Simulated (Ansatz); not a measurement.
Cu$_{12}$N: single-point calculation (part 2 of 2)

Continued. System: Cu$_{12}$N (slab, 13 atoms in the cell). Method: DFT, PBE, plane waves, PAW, PAW set soft_1, no spin polarisation (Ansatz 0.2.0); cutoff 420 eV, 2×2×1 k-mesh, Gaussian smearing of 0.1 eV. The structure derives from an entry of the Crystallography Open Database. The settings are looser than a standard set-up, so the numbers are not reference values.

Geometry of the input (Å; fractional positions):
```
5.1320  0.0000  0.0000
0.0000  5.1320  0.0000
0.0000  0.0000  19.0279
Cu 0.2500  0.2500  0.2102
Cu 0.2500  0.7500  0.2102
Cu 0.7500  0.2500  0.2102
Cu 0.7500  0.7500  0.2102
Cu 0.0000  0.0000  0.3029
Cu 0.0000  0.5000  0.3029
Cu 0.5000  0.0000  0.3029
Cu 0.5000  0.5000  0.3029
Cu 0.2500  0.2500  0.3956
Cu 0.2500  0.7500  0.3956
Cu 0.7500  0.2500  0.3956
Cu 0.7500  0.7500  0.3956
N  0.2500  0.4167  0.4714
```

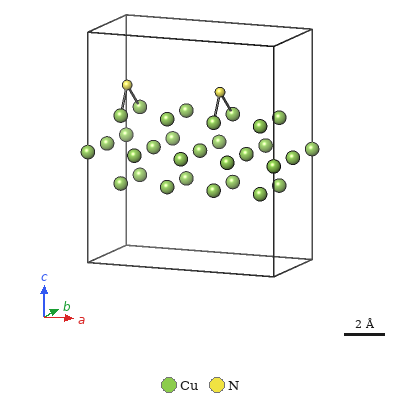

**Figure 1.** The structure (ball-and-stick view of the 2 × 1 repeat of the cell, with the vacuum cut short, seen slightly off an axis). An atom can appear more than once, as a periodic image.

Output, continued
```
--- Forces (eV/Å), atoms counted from 1 ---
  atom   1  Cu    -0.00000000     0.01429270    -0.06193698
  atom   2  Cu    -0.00000000    -0.01429880    -0.04434861
  atom   3  Cu    -0.00000000    -0.01739678    -0.08768838
  atom   4  Cu    -0.00000000     0.01310487    -0.05817042
  atom   5  Cu    -0.01382654    -0.06152415    -0.04752979
  atom   6  Cu    -0.06394424     0.03472438    -0.22556581
  atom   7  Cu     0.01382654    -0.06152415    -0.04752979
  atom   8  Cu     0.06394424     0.03472438    -0.22556581
  atom   9  Cu    -0.00000000    -1.27188388    -0.81934637
  atom  10  Cu     0.00000000    -0.70200699     1.19077431
  atom  11  Cu     0.00000000    -0.02692830     0.42272942
  atom  12  Cu     0.00000000     0.06316261     0.12191597
  atom  13  N     -0.00000000     1.99554509    -0.11750231
  max |Σ_I F_I| component: 2.35e-4 eV/Å
--- Band table (eV) ---
  k-point 0: bands = ["-112.4833", "-111.6652", "-111.6607", "-111.6366", "-111.6321", "-111.3737", "-111.2673", "-111.2198", "-111.2134", "-111.2009", "-111.1978", "-111.1879", "-70.1830", "-69.6920", "-69.6186", "-69.0871", "-69.0703", "-69.0648", "-69.0586", "-69.0333", "-69.0110", "-69.0065", "-69.0038", "-69.0037", "-68.9963", "-68.9789", "-68.9718", "-68.7835", "-68.7819", "-68.7133", "-68.6836", "-68.6623", "-68.6442", "-68.6395", "-68.6333", "-68.6238", "-68.6150", "-68.6064", "-68.5901", "-68.5866", "-68.5855", "-68.5758", "-68.5713", "-68.5586", "-68.5525", "-68.5316", "-68.5306", "-68.5146", "-12.2853", "-7.4417", "-4.8560", "-4.0571", "-4.0448", "-3.9567", "-3.7469", "-3.6588", "-3.5981", "-3.5816", "-3.3818", "-3.2451", "-3.2126", "-3.1431", "-3.0801", "-2.8992", "-2.8814", "-2.7243", "-2.6185", "-2.5059", "-2.1906", "-2.1900", "-2.1015", "-2.0636", "-2.0517", "-1.9747", "-1.9590", "-1.9310", "-1.9090", "-1.8317", "-1.8242", "-1.8186", "-1.8024", "-1.7872", "-1.5776", "-1.5724", "-1.4944", "-1.4147", "-1.2854", "-1.2265", "-1.1966", "-1.1345", "-1.1196", "-1.0805", "-0.9387", "-0.9315", "-0.8727", "-0.8547", "-0.8149", "-0.7820", "-0.7633", "-0.7357", "-0.6752", "-0.6435", "-0.6216", "-0.6045", "-0.5854", "-0.5834", "-0.5279", "-0.5242", "-0.5172", "-0.4303", "-0.1709", "-0.1070", "0.0147", "0.3510", "0.6410", "0.6654", "0.9024", "0.9040", "0.9441", "2.0438", "2.3289", "2.8598", "3.7917", "3.8149", "4.1873", "4.3877", "5.5581", "5.6063", "6.5267", "6.9244", "6.9837", "7.2038", "7.3581", "7.7177", "8.2184", "8.3793", "8.5672", "9.0369", "9.2308", "9.3159"]
  k-point 1: bands = ["-112.4833", "-111.6650", "-111.6605", "-111.6368", "-111.6323", "-111.3738", "-111.2673", "-111.2196", "-111.2132", "-111.2010", "-111.1981", "-111.1881", "-70.1828", "-69.6919", "-69.6180", "-69.0866", "-69.0589", "-69.0521", "-69.0472", "-69.0328", "-69.0291", "-69.0238", "-69.0046", "-69.0035", "-68.9957", "-68.9792", "-68.9725", "-68.7840", "-68.7819", "-68.7058", "-68.6837", "-68.6622", "-68.6439", "-68.6240", "-68.6226", "-68.6196", "-68.6157", "-68.6067", "-68.6064", "-68.5922", "-68.5899", "-68.5865", "-68.5715", "-68.5584", "-68.5525", "-68.5318", "-68.5307", "-68.5147", "-12.2624", "-6.1456", "-6.0871", "-4.0167", "-3.9707", "-3.6017", "-3.5927", "-3.4175", "-3.3542", "-3.2675", "-3.2197", "-3.1842", "-3.1674", "-3.1014", "-3.0832", "-2.8806", "-2.7783", "-2.7271", "-2.6554", "-2.5686", "-2.4903", "-2.3027", "-2.2445", "-2.2056", "-2.1826", "-2.0585", "-1.9322", "-1.8841", "-1.8492", "-1.7985", "-1.7863", "-1.7658", "-1.7633", "-1.6927", "-1.6035", "-1.5343", "-1.5109", "-1.4796", "-1.4675", "-1.4300", "-1.3917", "-1.3087", "-1.2930", "-1.2627", "-1.2193", "-1.1806", "-1.1492", "-1.0455", "-1.0271", "-0.9897", "-0.9606", "-0.9423", "-0.9096", "-0.8940", "-0.7737", "-0.7721", "-0.7645", "-0.6998", "-0.6796", "-0.6522", "-0.6253", "-0.5403", "-0.5106", "-0.5033", "-0.4848", "0.3720", "0.5315", "1.0935", "1.7579", "1.8275", "1.9096", "2.2999", "2.5177", "2.8383", "3.4350", "4.0713", "4.5848", "4.6816", "5.2311", "5.5816", "6.8777", "7.0297", "7.1610", "7.4906", "7.7097", "8.1541", "8.2383", "8.2958", "8.6039", "8.7176", "8.8418", "8.9477"]
  k-point 2: bands = ["-112.4833", "-111.6630", "-111.6630", "-111.6343", "-111.6343", "-111.3737", "-111.2673", "-111.2189", "-111.2143", "-111.2010", "-111.1973", "-111.1884", "-70.1830", "-69.6913", "-69.6186", "-69.0680", "-69.0680", "-69.0595", "-69.0593", "-69.0316", "-69.0314", "-69.0084", "-69.0084", "-69.0003", "-69.0002", "-68.9758", "-68.9751", "-68.7834", "-68.7780", "-68.7132", "-68.6836", "-68.6630", "-68.6387", "-68.6341", "-68.6237", "-68.6150", "-68.6108", "-68.6104", "-68.5987", "-68.5964", "-68.5865", "-68.5851", "-68.5761", "-68.5579", "-68.5531", "-68.5313", "-68.5307", "-68.5148", "-12.2690", "-6.1288", "-6.0673", "-4.0834", "-4.0109", "-3.6525", "-3.5571", "-3.5414", "-3.2803", "-3.2375", "-3.2296", "-3.1971", "-3.1703", "-3.0619", "-2.9307", "-2.9174", "-2.8208", "-2.6876", "-2.5414", "-2.5262", "-2.4855", "-2.3385", "-2.2939", "-2.1716", "-2.1676", "-2.1294", "-1.8991", "-1.8954", "-1.8014", "-1.7969", "-1.7919", "-1.7741", "-1.7708", "-1.6746", "-1.6015", "-1.5433", "-1.4830", "-1.4827", "-1.4788", "-1.4092", "-1.4043", "-1.3920", "-1.2968", "-1.2967", "-1.2273", "-1.2156", "-1.1217", "-1.0355", "-1.0259", "-1.0152", "-0.9890", "-0.9343", "-0.8854", "-0.8477", "-0.7953", "-0.7814", "-0.7649", "-0.7095", "-0.6950", "-0.6423", "-0.6211", "-0.5117", "-0.5075", "-0.5033", "-0.4703", "0.4561", "0.7714", "0.8325", "1.7883", "1.7935", "1.8982", "2.0649", "2.3999", "2.7712", "3.4849", "4.2455", "4.5752", "4.8686", "5.0531", "5.9549", "6.6623", "6.9572", "7.0528", "7.5285", "7.5829", "8.0826", "8.2233", "8.4282", "8.4965", "8.6169", "8.7462", "9.3493"]
  k-point 3: bands = ["-112.4833", "-111.6628", "-111.6628", "-111.6345", "-111.6345", "-111.3737", "-111.2673", "-111.2188", "-111.2140", "-111.2010", "-111.1976", "-111.1886", "-70.1828", "-69.6913", "-69.6180", "-69.0601", "-69.0600", "-69.0492", "-69.0490", "-69.0320", "-69.0317", "-69.0263", "-69.0262", "-68.9999", "-68.9998", "-68.9762", "-68.9757", "-68.7840", "-68.7780", "-68.7057", "-68.6837", "-68.6629", "-68.6235", "-68.6226", "-68.6177", "-68.6176", "-68.6104", "-68.6104", "-68.6063", "-68.5990", "-68.5966", "-68.5925", "-68.5865", "-68.5578", "-68.5531", "-68.5314", "-68.5308", "-68.5149", "-12.2494", "-4.9899", "-4.9343", "-4.9018", "-4.8867", "-3.5731", "-3.4304", "-3.3376", "-3.2039", "-3.1759", "-3.1094", "-3.0862", "-2.8159", "-2.7982", "-2.7847", "-2.7641", "-2.6082", "-2.5685", "-2.5577", "-2.5390", "-2.5238", "-2.5223", "-2.5169", "-2.3827", "-2.2844", "-2.0647", "-2.0527", "-2.0370", "-2.0326", "-2.0125", "-1.9102", "-1.8445", "-1.8084", "-1.4997", "-1.4977", "-1.4760", "-1.4729", "-1.4430", "-1.4364", "-1.4332", "-1.4199", "-1.3933", "-1.3892", "-1.2899", "-1.2291", "-1.2154", "-1.1990", "-1.1660", "-1.1582", "-1.1417", "-1.1130", "-1.1036", "-1.0916", "-1.0915", "-1.0852", "-1.0748", "-1.0692", "-0.8802", "-0.8015", "-0.7897", "-0.7689", "-0.6414", "-0.5995", "-0.5830", "-0.5562", "-0.1926", "0.1427", "0.1694", "0.3267", "1.2026", "1.3962", "2.0140", "3.1989", "3.7180", "4.0888", "4.8271", "6.1044", "6.4327", "6.8478", "7.6631", "8.0427", "8.0452", "8.0742", "8.3462", "8.3901", "8.4301", "8.4945", "8.9821", "9.5084", "9.5133", "9.6239", "9.8793"]
```

Summary

| quantity | value |
| --- | --- |
| outcome | converged |
| electrons treated | 233 |
| free energy | −79877.8778 eV |
| Fermi energy | 0.950 eV |
| gap on the k-point mesh | none (metallic) |
| largest force (length of the vector) | 1.999 eV/Å |
| wall time | 8 s (CPU time 28 s) |
| peak memory | 1.5 GiB |

Notes

Settings chosen away from the usual ones: accuracy set to low; kpoints.mp_grid.grid set to [2, 2, 1] (from [5, 5, 1]); basis.ecutwfc removed. These settings are looser than, or depart from, a standard set-up, so the numbers are not reference values for this system. The program warns: the density in the vacuum is higher than it should be, so vacuum levels may be off. The input asks for low accuracy. The cell holds an odd number of electrons but the run has no spin polarisation, so a band is left half filled.
